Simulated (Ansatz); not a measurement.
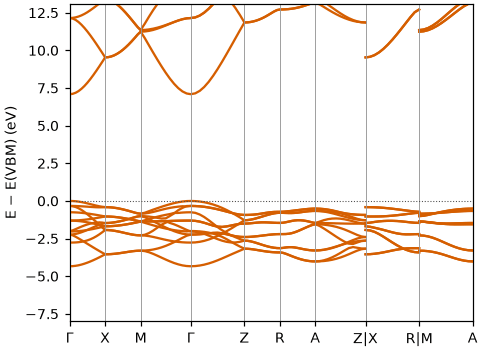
Fig. 1. Band structure from DFT-LDA in the program Ansatz with PAW potentials

Question: Read off the gap and where the band edges lie.

Answer: About 7.1 eV (7.09 eV by a search for the band edges); maximum at Γ, minimum at Γ.

The material is MgF$_{2}$ (rutile, P4_2/mnm).

The LDA relaxation kept the symmetry of its start.

Potentials: the later of the program's two PAW sets.
